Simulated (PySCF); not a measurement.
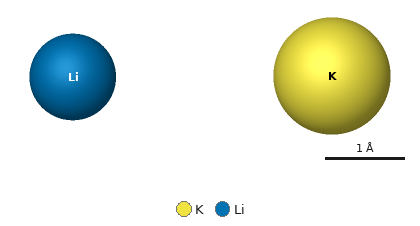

**Figure 1.** The structure (ball-and-stick view, seen on its broad side).

## KLi (charge +1): frequency calculation

- system: KLi, charge +1, multiplicity 2
- method: UHF/x2c-tzvpall, frequency (PySCF 2.14.0)

Output
```
WARN: HOMO -0.13327808461297 >= LUMO -0.13327808461297

converged SCF energy = -608.746168018056  <S^2> = 0.75006017  2S+1 = 2.0000602
wavenumber (cm^-1) = [235.3]
Dipole moment(X, Y, Z, Debye):  0.00000, -0.00000,  5.00969
orbital energies (hartree): [array([-1.1273, -1.1273, -0.3667, -0.1171, -0.1009, -0.1009]), array([-1.126 , -1.126 , -1.1246, -0.1312, -0.1009, -0.0665])]
```

The run was set up as follows.

Input
```python
from pyscf import gto, scf
from pyscf.hessian import thermo

mol = gto.M(
    atom='K 0 0 0; Li 0 0 3.33',
    basis='x2c-tzvpall',
    charge=1,
    spin=1,
    verbose=3,
)
mf = scf.UHF(mol)
mf = mf.sfx2c1e()
mf.kernel()
hess = mf.Hessian().kernel()
print('wavenumber (cm^-1) =', thermo.harmonic_analysis(mol, hess)['freq_wavenumber'].round(1))
mf.dip_moment()
print('orbital energies (hartree):', [e[max(0, n-3):n+3].round(4) for e, n in zip(mf.mo_energy, mol.nelec)])
```

Run as:
```bash
OMP_NUM_THREADS=1 python input.py
```

Key numbers

| quantity | value |
| --- | --- |
| outcome | converged |
| SCF energy | −608.746168 hartree |
| ⟨S²⟩ | 0.750 |
| hardware | 1 CPU thread, shared host |
| wall time | 6.4 s |
